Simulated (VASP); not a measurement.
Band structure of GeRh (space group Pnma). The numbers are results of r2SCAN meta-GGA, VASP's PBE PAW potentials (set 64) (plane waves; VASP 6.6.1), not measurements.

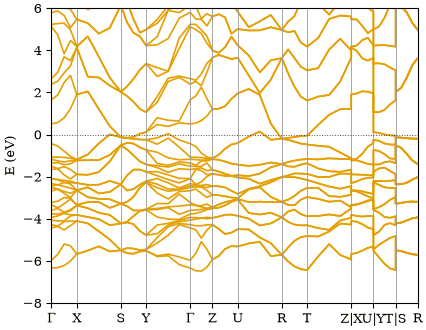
Bands along high-symmetry lines, zero at the valence-band maximum or, without a gap, the Fermi level

Question: Read the plot: is there a gap, and where are the band edges?

Answer: It has no gap at this level: it comes out as a metal or semimetal.

The structure comes from a computed database's GeRh entry (Pnma); how it stands against other phases isn't given here. It was relaxed first.
